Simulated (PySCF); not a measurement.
**C6H18O6Si (SMILES CO[Si-2](OC)(OC)(OC)(OC)OC) (charge −2): density, localisation and related maps**

```xyz
31

Si   -0.0036   -0.0052   -0.0018
O     0.2139    0.1526    1.7825
C     0.9744    1.1221    2.3514
H     2.0417    1.0942    2.0269
H     0.9772    1.0211    3.4693
H     0.6231    2.1568    2.1251
O    -0.2203   -0.1654   -1.7865
C    -0.9959   -1.1236   -2.3546
H    -0.6949   -2.1610   -2.0767
H    -0.9474   -1.0628   -3.4744
H    -2.0749   -1.0440   -2.0790
O     1.7874    0.0999   -0.2017
C     2.3782    0.8083   -1.1976
H     2.0247    0.5201   -2.2149
H     3.4905    0.6574   -1.1876
H     2.2079    1.9099   -1.1243
O    -1.7936   -0.1126    0.1953
C    -2.3868   -0.7962    1.2067
H    -2.1469   -1.8865    1.2050
H    -3.5042   -0.7147    1.1403
H    -2.0987   -0.4314    2.2207
O    -0.0988    1.7880   -0.1793
C    -1.0815    2.4111   -0.8777
H    -1.1045    2.1303   -1.9581
H    -0.9513    3.5254   -0.8402
H    -2.1068    2.1961   -0.4943
O     0.0932   -1.7990    0.1767
C     1.0788   -2.4210    0.8716
H     2.1029   -2.1953    0.4914
H     0.9564   -3.5360    0.8246
H     1.0982   -2.1496    1.9547
```

Geometry: PBE0-D3(BJ)/def2-SVP.

Computed with PBE0/pcSseg-1, SCF density, gas phase, non-relativistic (PySCF 2.14.0).

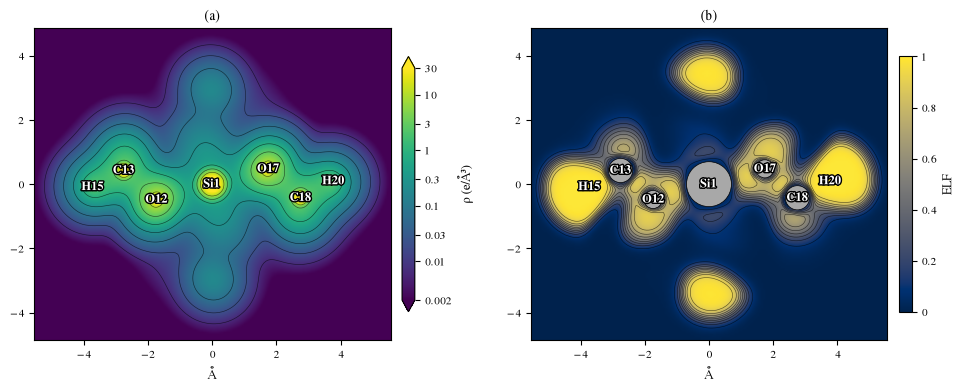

Figure 1. (a) electron density; (b) electron localisation function on the plane of atoms Si1, O17 and C18. Grey discs cover the atomic cores in the ELF map.

Question: Interpret the plot.

Answer: The plane passes through Si, O, C and H nuclei. C–O (1.36 Å): ρ at the midpoint is about 2.3 e/Å³, with its minimum of 2 e/Å³ about 0.5 Å from C; the ELF peaks at about 0.90 between the atoms; a polar covalent bond. Si–O (1.80 Å): ρ at the midpoint is about 0.81 e/Å³; the ELF peaks at about 0.90 between the atoms (a polar covalent bond). C–H (1.12 Å): the density is about 1.8 e/Å³ at the midpoint; the ELF climbs to about 1 towards the hydrogen, as it does in any bond to H: a covalent bond by its length. The ELF also peaks beside O12 and O17, away from the bonds: lone-pair regions.

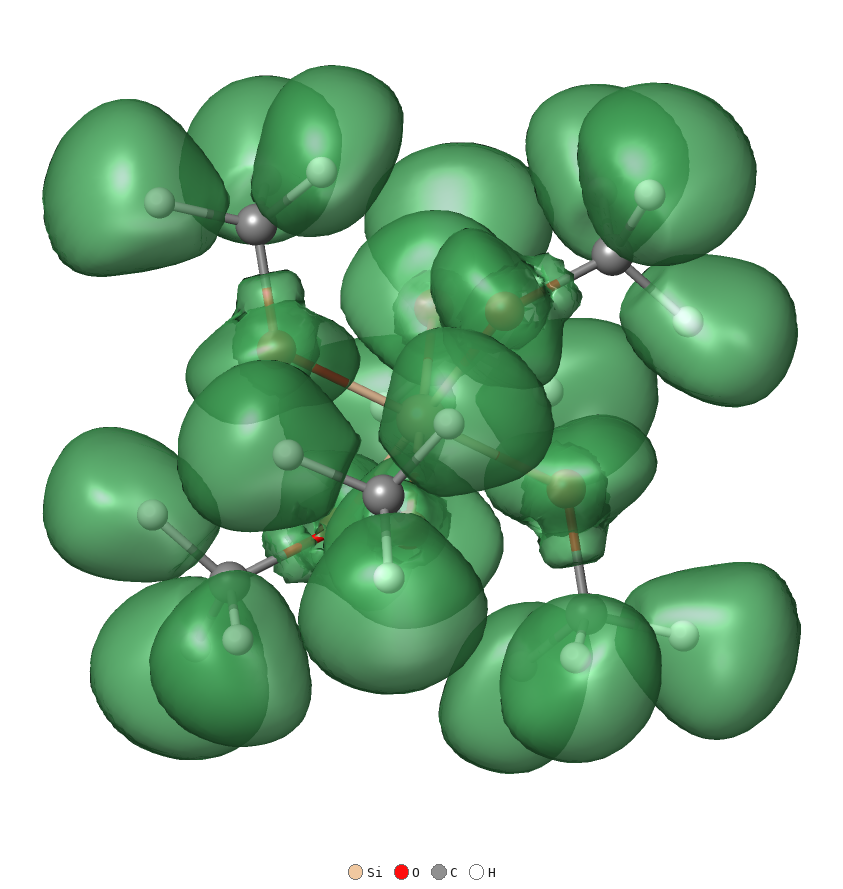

Figure 2. Isosurface of the electron localisation function at 0.75 (green), seen at an oblique angle. Core shells and regions of very low density are left out.

Question: Describe the localisation domains.

Answer: The ELF exceeds this value in 18 regions around hydrogen nuclei and six regions on O in which the atom's valence shell and bonds are merged.
